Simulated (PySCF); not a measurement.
# TiF₂: relaxation and vibrations of the triplet

Where does triplet TiF₂ go from a bent start, is the end point a minimum, and what are its modes, charges and moments?

Program: PySCF 2.14.0. Level of theory: PBE0, basis Ti def2-TZVP, F def2-TZVP, no relativity, density fitting. These are calculated values, not measurements.

### Step 1. The system as given

3 atoms, charge 0, spin multiplicity 3.

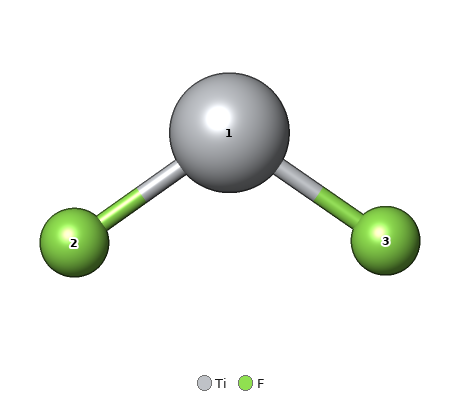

As it starts; titanium light grey, fluorine green; atoms are numbered from 1 in the order of the file.

Z-matrix (Å, degrees; charge 0 multiplicity 3):
```
Ti
F  1 2.0000
F  1 2.0000 2 110.00
```

### Step 2. The SCF at the typed geometry

The steps below are one call of a driver around PySCF. For each, scf.py gives the equivalent set-up of the SCF; relaxations use the driver's own optimiser. After this first run the driver tries any further starts and a stability analysis.

File scf.py:

```python
from pyscf import gto, scf, dft
mol = gto.M(atom='''
Ti     0.000000     0.000000     0.000000
F      1.638300     0.000000     1.147200
F     -1.638300     0.000000     1.147200''',
    basis={'Ti': 'def2-TZVP', 'F': 'def2-TZVP'},
    charge=0, spin=2)
mf = dft.UKS(mol, xc='PBE0')
mf.grids.atom_grid = (50, 194)
aux = {'Ti': 'def2-universal-JKFIT', 'F': 'def2-universal-JKFIT'}
mf = mf.density_fit(auxbasis=aux)
mf.conv_tol = 1e-08
mf.diis_space = 10
mf.max_cycle = 60
mf.init_guess = 'minao'
mf.verbose = 4
mf.kernel()
```

The run is started by

```
> OMP_NUM_THREADS=4 python axn.py task.json out
```

Standard output:

```text
init E= -1048.43393797188
[... the frontier-level lines of each cycle are left out ...]
cycle= 1 E= -1048.63470790468  delta_E= -0.201  |g|= 0.774  |ddm|= 1.25
cycle= 2 E= -1028.30065147529  delta_E= 20.3  |g|= 7.31  |ddm|= 2.55
cycle= 3 E= -1048.6451647253  delta_E= -20.3  |g|= 0.907  |ddm|= 2.13
cycle= 4 E= -1048.88344174728  delta_E= -0.238  |g|= 0.258  |ddm|= 0.315
cycle= 5 E= -1048.90258573715  delta_E= -0.0191  |g|= 0.138  |ddm|= 0.102
cycle= 6 E= -1048.91032722399  delta_E= -0.00774  |g|= 0.0133  |ddm|= 0.0945
cycle= 7 E= -1048.91050463092  delta_E= -0.000177  |g|= 0.00569  |ddm|= 0.026
cycle= 8 E= -1048.91055734569  delta_E= -5.27e-05  |g|= 0.00312  |ddm|= 0.0172
cycle= 9 E= -1048.91057573792  delta_E= -1.84e-05  |g|= 0.000929  |ddm|= 0.012
cycle= 10 E= -1048.91058107886  delta_E= -5.34e-06  |g|= 0.000647  |ddm|= 0.00526
cycle= 11 E= -1048.91058626757  delta_E= -5.19e-06  |g|= 0.000438  |ddm|= 0.0074
cycle= 12 E= -1048.91058921046  delta_E= -2.94e-06  |g|= 6.23e-05  |ddm|= 0.00989
cycle= 13 E= -1048.91058926016  delta_E= -4.97e-08  |g|= 1.78e-05  |ddm|= 0.0014
cycle= 14 E= -1048.9105892605  delta_E= -3.36e-10  |g|= 4.19e-06  |ddm|= 4.11e-05
Extra cycle  E= -1048.91058926051  delta_E= -9.78e-12  |g|= 4.15e-06  |ddm|= 6.83e-06
converged SCF energy = -1048.91058926051  <S^2> = 2.0064188  2S+1 = 3.0042762
```

This step, with its further starts and checks, ran for 24 s (4 threads of Arm Neoverse N1, shared host).

Energies from each starting density:

| start | energy (Eh) |
| --- | --- |
| the minimal-basis guess | -1048.910589 |
| a thermally smeared density | -1048.910589 |
| a smeared PBE density | -1048.910589 |

No lower solution of this spin turned up from the other starts or in the test of internal stability.

### Step 3. Bent start, triplet: relaxation

The program finds C2v symmetry in the start, which this walk keeps.

Changes to scf.py since step 2:

```diff
@@ -3,3 +3,3 @@
-Ti     0.000000     0.000000     0.000000
-F      1.638300     0.000000     1.147200
-F     -1.638300     0.000000     1.147200''',
+Ti     0.000000     0.000000    -0.507186
+F      1.638300     0.000000     0.640014
+F     -1.638300     0.000000     0.640014''',
@@ -15 +14,0 @@
-mf.init_guess = 'minao'
```

Steps of the walk:

| step | energy (Eh) | change (kJ/mol) | largest symmetric gradient (Eh/bohr) |
| --- | --- | --- | --- |
| 0 | -1048.910589 | 0.00 | 0.08461 |
| 1 | -1048.939161 | -75.02 | 0.04680 |
| 2 | -1048.944534 | -89.12 | 0.03125 |
| 3 | -1048.948556 | -99.68 | 0.00843 |
| 4 | -1048.949083 | -101.06 | 0.00498 |
| 5 | -1048.949313 | -101.67 | 0.00103 |
| 6 | -1048.949318 | -101.68 | 0.00004 |

The walk took 22 s.

Positions (Å) and forces (eV/Å) along the way:

```
step 0
Ti   0.000   0.000  -0.507   0.000   0.000   4.351
F    1.638   0.000   0.640  -2.341   0.000  -2.175
F   -1.638   0.000   0.640   2.341   0.000  -2.175
step 1
Ti   0.000   0.000  -0.383   0.000   0.000   2.406
F    1.604   0.000   0.578  -1.345   0.000  -1.203
F   -1.604   0.000   0.578   1.345   0.000  -1.203
step 3
Ti   0.000   0.000  -0.244   0.000   0.000   0.433
F    1.630   0.000   0.508  -0.127   0.000  -0.217
F   -1.630   0.000   0.508   0.127   0.000  -0.217
step 6
Ti   0.000   0.000  -0.159   0.000   0.000   0.002
F    1.679   0.000   0.466   0.001   0.000  -0.001
F   -1.679   0.000   0.466  -0.001   0.000  -0.001
```

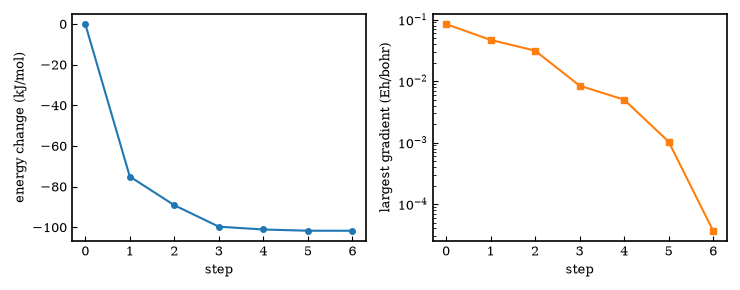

Energy and largest gradient along the walk.

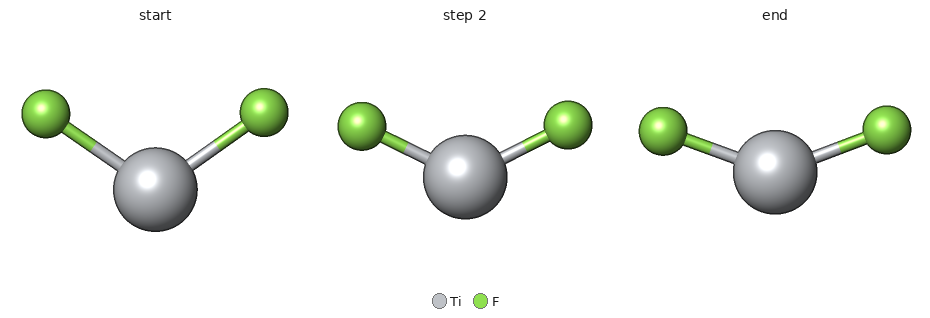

The geometry along the walk, at one scale.

End point (C2v, 6 steps, 101.7 kJ/mol gained): Ti–F 1.791 Å (×2); F–Ti–F 139.2°.

### Step 4. Hessian and properties

On the finer grid the gradient is checked again; gradients at displacements of ±0.02 bohr then give force constants and infrared intensities.

Changes to scf.py since step 3:

```diff
@@ -3,3 +3,3 @@
-Ti     0.000000     0.000000    -0.507186
-F      1.638300     0.000000     0.640014
-F     -1.638300     0.000000     0.640014''',
+Ti     0.000000     0.000000    -0.276076
+F      1.678858     0.000000     0.348507
+F     -1.678858     0.000000     0.348507''',
@@ -9 +9 @@
-mf.grids.atom_grid = (50, 194)
+mf.grids.atom_grid = (75, 302)
@@ -12 +12 @@
-mf.conv_tol = 1e-08
+mf.conv_tol = 1e-10
```

This SCF starts from the last density.

SCF at the final geometry:

```text
init E= -1048.94907308964
[... the frontier-level lines of each cycle are left out ...]
cycle= 1 E= -1048.94907308965  delta_E= -8.41e-12  |g|= 4e-06  |ddm|= 6.8e-06
Extra cycle  E= -1048.94907308964  delta_E= 1.36e-11  |g|= 7.21e-06  |ddm|= 9.8e-06
converged SCF energy = -1048.94907308964  <S^2> = 2.0044549  2S+1 = 3.0029685
```

The whole step took 52 s.

Geometry: C2v; Ti–F 1.791 Å (×2); F–Ti–F 139.2°.

Harmonic modes (main isotopes):

```
symmetry  ω (cm⁻¹)  IR (km/mol)
      a1       116         21.5
      a1       643         71.5
      b2       749          263
```

No imaginary mode, so this is a minimum.

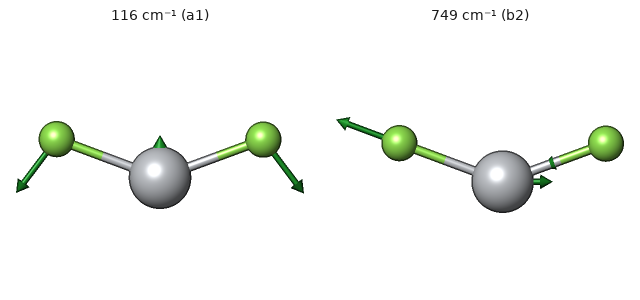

How the atoms move in 2 of the modes.

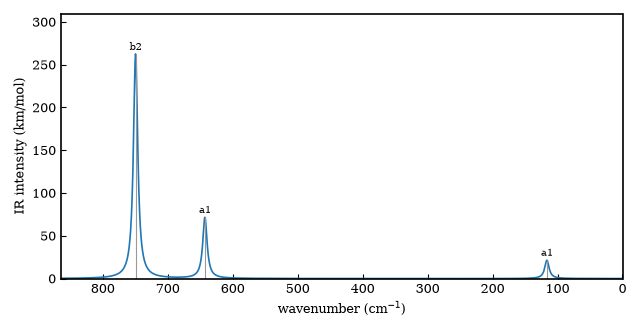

The harmonic infrared spectrum (widths in cm⁻¹). Lines are broadened to a width of 8 cm⁻¹ (Lorentzian).

Properties at this point:

```
Dipole moment                                                   : 2.35 D
Highest occupied level                                          : -5.75 eV
Lowest empty level                                              : -2.56 eV
Rotational constants                                            : 2.039, 0.1574, 0.1461 cm⁻¹
Zero-point energy                                               : 9.0 kJ/mol
Principal polarisabilities                                      : 34.2, 49.1, 51.6 bohr³
Atomisation energy without zero-point energy                    : 1191 kJ/mol
Principal traceless quadrupole moments about the centre of mass : -10.80, 4.25, 6.56 D Å
Entropy at 298.15 K and 1 bar (electronic part: spin only)      : 280.1 J/(mol K)
Heat capacity Cp at 298.15 K                                    : 48.4 J/(mol K)
Enthalpy at 298.15 K above 0 K                                  : 12.37 kJ/mol
Rotational symmetry number                                      : 2
Spin squared ⟨S²⟩                                               : 2.004
```

Charges (e) and bond orders:

```json
{"atom": "Ti1", "Mulliken": "1.04", "Löwdin": "0.54", "polar tensor": "1.47", "spin (Mulliken)": "2.04", "Mayer order to Ti1": "–"}
{"atom": "F2,3", "Mulliken": "-0.52", "Löwdin": "-0.27", "polar tensor": "-0.73", "spin (Mulliken)": "-0.02", "Mayer order to Ti1": "0.88"}
```

Outer orbital energies (eV). α occupied: -12.67, -11.92, -11.68, -11.38, -11.36, -11.19, -6.97, -5.75; empty: -2.56, -1.49, -1.38, -0.25. β occupied: -31.63, -31.03, -12.53, -11.92, -11.67, -11.43, -11.34, -11.23; empty: -2.09, -1.52, -0.89, -0.72.

Mulliken populations on Ti1: s 6.51, p 12.18, d 2.24, f 0.04.

### Step 5. Summary of results

| quantity | value |
| --- | --- |
| minimum | triplet, C2v |
| geometry | Ti–F 1.791 Å (×2); F–Ti–F 139.2° |
| wavenumbers (cm⁻¹) | 116 (a1), 643 (a1), 749 (b2) |
| dipole moment | 2.35 D |
| highest occupied, lowest empty level (either spin) | -5.75, -2.56 eV |
| polar-tensor charge of Ti1 | +1.47 e |
| zero-point energy | 9.0 kJ/mol |
| entropy at 298.15 K | 280.1 J/(mol K) |
| atomisation energy (no zero-point energy) | 1191 kJ/mol |
| ⟨S²⟩ | 2.004 |

**Reading.** The molecule stays C2v, as typed, and the end point is a minimum. In the infrared the band at 749 cm⁻¹ (b2, stretch) leads. Most of the spin sits on Ti1 (Mulliken spin 2.04, against 2 for the whole molecule). Only this shape and spin were tried, so other structures or states may lie lower. One determinant may miss the lowest occupation of an open d or f shell.

The search up to here took 99 s.
